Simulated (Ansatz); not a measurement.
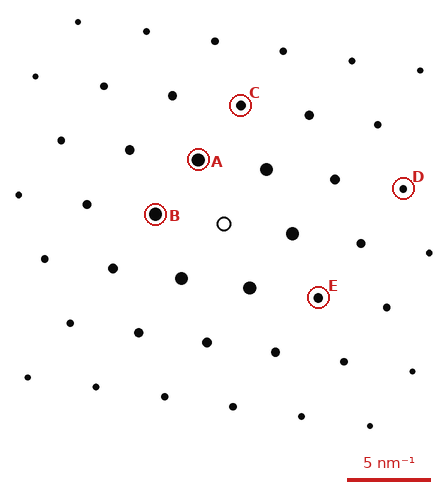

The pattern is a kinematic simulation for 300 kV electrons (no multiple scattering; isotropic B = 0.5 Å²). The zone axis points towards the electron source and the pattern is seen from the source side.

Sn₂Ge, space group Fm-3m (No. 225), a = 6.79 Å. Structure: the geometry relaxed with Ansatz 0.2.0, DFT LDA, scalar-relativistic, plane waves, PAW; the starting structure was generated, so it need not be a known form of this composition.

Spot A is indexed 0 -2 2 and spot B 2 -2 0.

What are the indices of the remaining marked spots?

Answer. C = 2A − B = -2 -2 4 (d = 1.386 Å). D = A − 3B = -6 4 2 (d = 0.908 Å). E = −A − B = -2 4 -2 (d = 1.386 Å).

Which zone axis is this?

Answer. The cross product of A and B is parallel to [111]; every spot obeys hu + kv + lw = 0.

What are the spacings of A and B and the angle between them?

Answer. d(A) = 2.401 Å, d(B) = 2.401 Å, and the angle is 60.0°.
